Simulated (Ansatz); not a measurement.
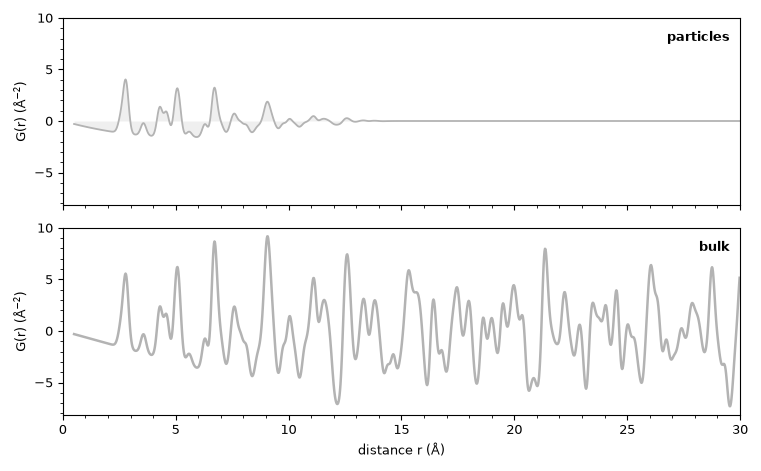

Computed X-ray G(r), with each pair weighted by the product of the atomic numbers (X-ray weights at Q = 0) and a uniform peak width σ = 0.12 Å, for spherical particles of SbW with the bulk structure: the bulk G(r) is multiplied by the envelope of a sphere of diameter D, 1 − 3r/2D + r³/2D³, with no surface relaxation. The number density is 0.0484 atoms per Å³. Basis of the simulation: the end point of a relaxation at fixed volume with Ansatz, DFT PBEsol, scalar-relativistic, plane waves, PAW; the starting structure was generated, so it need not be a known form of this composition.

Estimate the particle diameter.

Answer. About 15 Å (1.5 nm): the signal is half of the bulk amplitude at r ≈ 5.2 Å and vanishes at r = D, fading from view somewhat earlier.

Roughly how many atoms does one particle hold?

Answer. About 85 (number density 0.0484 Å⁻³ times πD³/6).
